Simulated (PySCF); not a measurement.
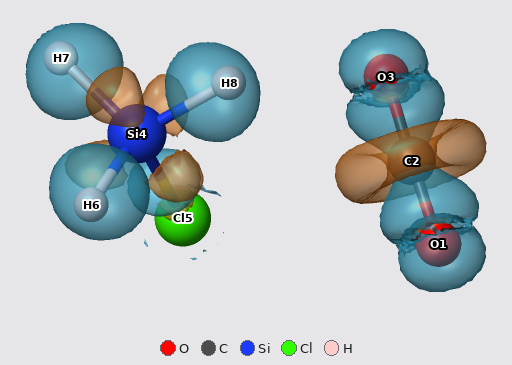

*CH₃ClO₂Si, SMILES `O=C=O.[SiH3]Cl`. Deformation density (molecule less spherical, spin-averaged free atoms at the same positions), surfaces at ±0.09 e/Å³; light blue: gain, orange: loss.*

Method: PBE0/aug-cc-pVDZ; geometry: an unrelaxed start of a pair search; program: PySCF.

How much density has each bond gained at its critical point, relative to the free atoms?

Answer. O1–C2: +0.78 e/Å³ at the bond critical point (bond length 1.14 Å). C2–O3: +0.78 e/Å³ at the bond critical point (bond length 1.15 Å). Si4–H6: +0.18 e/Å³ at the bond critical point (bond length 1.46 Å). Si4–H7: +0.18 e/Å³ at the bond critical point (bond length 1.46 Å). Si4–H8: +0.18 e/Å³ at the bond critical point (bond length 1.46 Å). Si4–Cl5: +0.01 e/Å³ at the bond critical point (bond length 2.02 Å); up to 0.6 Å beside the axis the gain reaches +0.17 e/Å³. In all, 1.9 electrons gather in the regions of gain relative to the promolecule. A small or negative value marks a very polar bond, one between electron-rich atoms, whose free-atom densities already overlap strongly, a long bond to a heavier atom, or a closed-shell contact such as a hydrogen bond.
